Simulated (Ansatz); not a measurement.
# Cutoff, mesh or smearing: what limits a work function? Sc(0001), Sr(110), Mo(110), Rh(100), Hf(0001) and Pt(100)

One slab of each metal is run with one setting changed at a time. Which setting moves the work function most, and which can be cut?

Set-up. Ansatz 0.2.0, plane waves with PAW datasets (its set soft_2), PBE; unrelaxed symmetric slabs of 7 layers, 18 Å of vacuum. The reference has 420 eV, the mesh listed and Fermi-Dirac smearing of 0.1 eV; the other columns give the change in eV.

The runs side by side:

```
    face   mesh  reference (eV)  300 eV  600 eV  mesh × 1/3  mesh × 2/3  mesh × 3/2  Gaussian 0.05  cold 0.1  Methfessel-Paxton 0.2  Fermi-Dirac 0.3
Sc(0001)  14×14           3.647   0.000   0.000      +0.005      −0.001       0.000         −0.144    −0.131                 −0.064           +0.156
 Sr(110)   7×10           2.586   0.000   0.000      +0.045      −0.002       0.000         −0.061    −0.064                 −0.041           +0.206
 Mo(110)  16×16           4.660  +0.002   0.000      −0.076      −0.014      +0.001         +0.008    −0.003                 −0.004           +0.035
 Rh(100)  15×15           5.055  +0.007   0.000      +0.067      −0.003      +0.001         −0.004    −0.002                 +0.002           −0.042
Hf(0001)  15×15           4.360  +0.006   0.000      −0.013       0.000       0.000         +0.043    +0.043                 +0.028           −0.038
 Pt(100)  15×15           5.665  +0.007   0.000      −0.062      −0.010      +0.007         +0.021    +0.023                 +0.012           −0.090
```

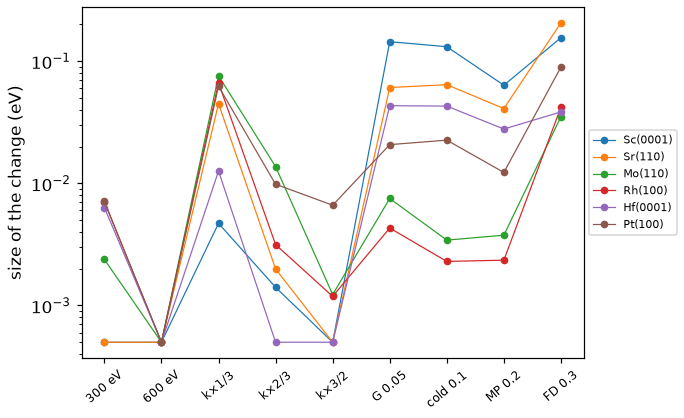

Size of the change against the reference; values under 0.0005 eV are drawn at that line.

**Answer.** The largest change of a row comes from the hot smearing on 3 faces, from the coarsest mesh on 2 and from another setting on 1. Runs at 200 eV and on a still coarser mesh, made as deliberately poor settings, are not listed. 600 eV moves no value by more than 0.001 eV, and 300 eV none by more than 0.007 eV. A mesh with a third of the points along each axis is off by up to 0.08 eV (Mo(110)) and two thirds by up to 0.014 eV; three halves still move Pt(100) by 0.007 eV. The three narrow or corrected schemes, nearer to zero temperature, lie −0.11 to +0.04 eV from the reference on average. Fermi-Dirac smearing of 0.3 eV, an electron temperature near 3,500 K, moves Sr(110) by 0.21 eV.

**Limits.** Where those three schemes disagree, their widths or the mesh may be the cause; they were not run on a finer mesh. One setting changes at a time, and errors need not add; the faces are unrelaxed and unreconstructed. The table is a selection: not every member that was run is listed.

[Logs are printed without paths, hosts, clocks, repeated set-up lines and the standing remarks that a program may print on its own settings, such as how far it seeks lower states.]
